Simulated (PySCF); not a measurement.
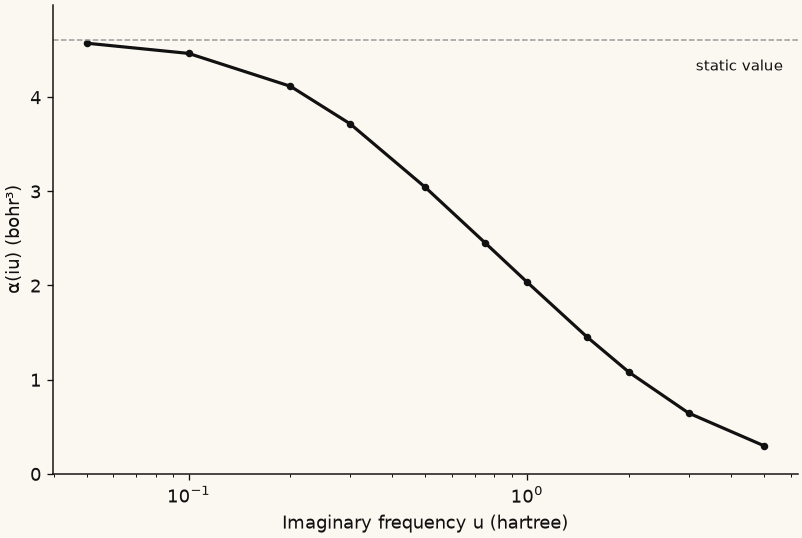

Dipole polarisability at imaginary frequency of V²⁺ ([Ar] 3d³). Coupled response at the LC-wPBE level; PySCF, x2c-TZVPPall plus 1 diffuse shell for each l, spin-free X2C-1e, unrestricted single determinants, no spin-orbit coupling.

**Describe the response.**

The static dipole polarisability is 4.61 bohr³; α(iu) falls to half of it near u = 0.83 hartree. The Casimir–Polder integral gives C₆ = 13.8 hartree bohr⁶ for two such species.
